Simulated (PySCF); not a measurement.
**C₅H₃N (SMILES C#C/C=C/C#N): density, localisation and related maps**

Input

```
{"job": {"kind": "uv", "xc": "PBE0", "basis": "def2-SVPD", "nstates": 6, "ntriplets": 2}, "charge": 0, "multiplicity": 1}
C      2.533871     0.372553    -0.161810
C      1.371964     0.077944    -0.068973
C      0.016202    -0.266725     0.045895
C     -0.911630     0.115725    -0.845117
C     -2.263175    -0.241109    -0.713507
N     -3.369022    -0.530720    -0.612473
H      3.548734     0.628528    -0.235317
H     -0.255822    -0.867327     0.905494
H     -0.657561     0.717124    -1.708241
```

Launched as:

```sh
OMP_NUM_THREADS=1 python probes_run.py task.json out
```

Geometry: GFN2-xTB.

These are results of PBE0/def2-SVPD, SCF density, gas phase (PySCF), not measurements.

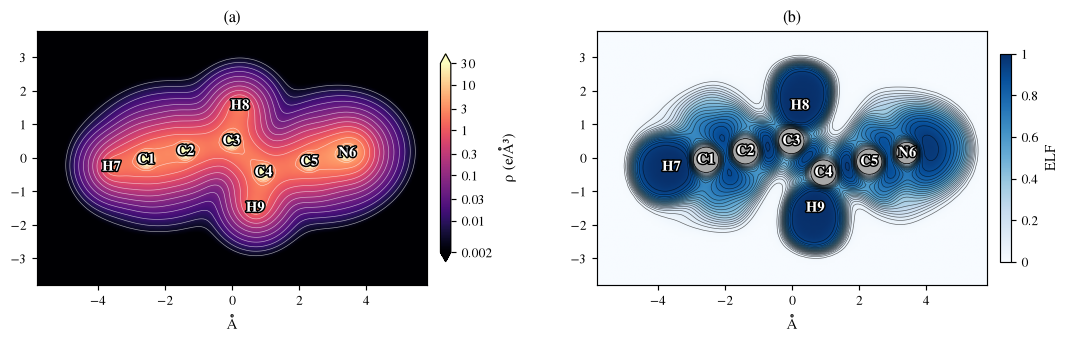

Figure 1. (a) total electron density; (b) ELF on the molecular plane. Grey discs cover the atomic cores in the ELF map.

**Describe what can be read from this map.**

The section cuts through C, N and H sites. C–N (1.15 Å): ρ at the midpoint is about 3.5 e/Å³; the ELF peaks at about 0.90 between the atoms: a short, multiple covalent bond. C–C (1.20 Å): ρ at the midpoint is about 2.7 e/Å³; the ELF peaks at about 0.85 between the atoms; a short, multiple covalent bond. C–H (1.05 Å): ρ at the midpoint is about 2.1 e/Å³; the ELF climbs to about 1 towards the hydrogen, as it does in any bond to H (a covalent bond by its length). C–C (1.34 Å): ρ at the midpoint is about 2.2 e/Å³; the ELF peaks at about 0.95 between the atoms; a multiple bond. The ELF also peaks beside N6, away from the bonds: lone-pair regions.

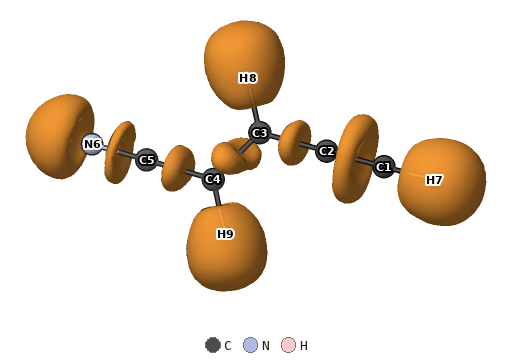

Figure 2. Isosurface of the electron localisation function at 0.85 (orange), seen at an oblique angle. Core shells and regions of very low density are left out.

**Describe the localisation domains.**

The surface consists of four regions between bonded C–C atoms (shared pairs), one region between bonded C–N atoms (shared pairs), three regions around hydrogen nuclei and one lobe on N, pointing away from the bonds (lone pairs).

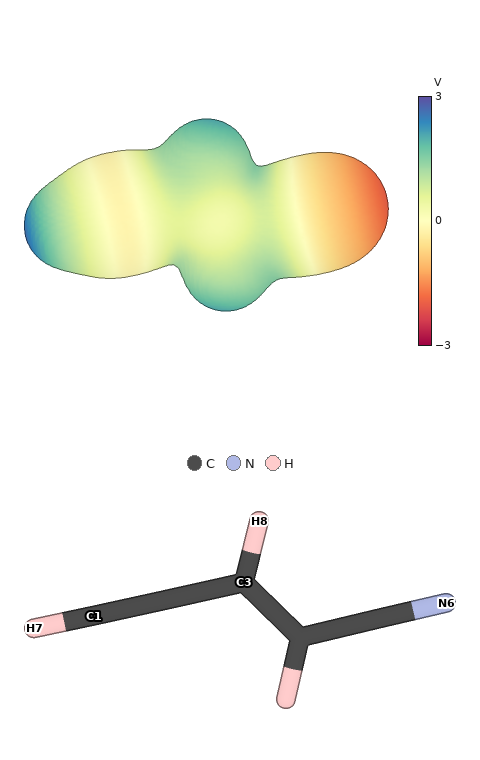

Figure 3. The molecular electrostatic potential painted on the density surface at 0.004 e/bohr³, seen across its widest extent; red is negative and blue positive. The bare structure is drawn below in the same view.

**Describe the electrostatic potential map.**

The most negative region (about −2.0 V) lies over N6, the most positive (about +2.6 V) over H7. N6 is the likeliest acceptor of a hydrogen bond.

**What dipole moment does the calculation give?**

Its dipole moment is 4.14 D.
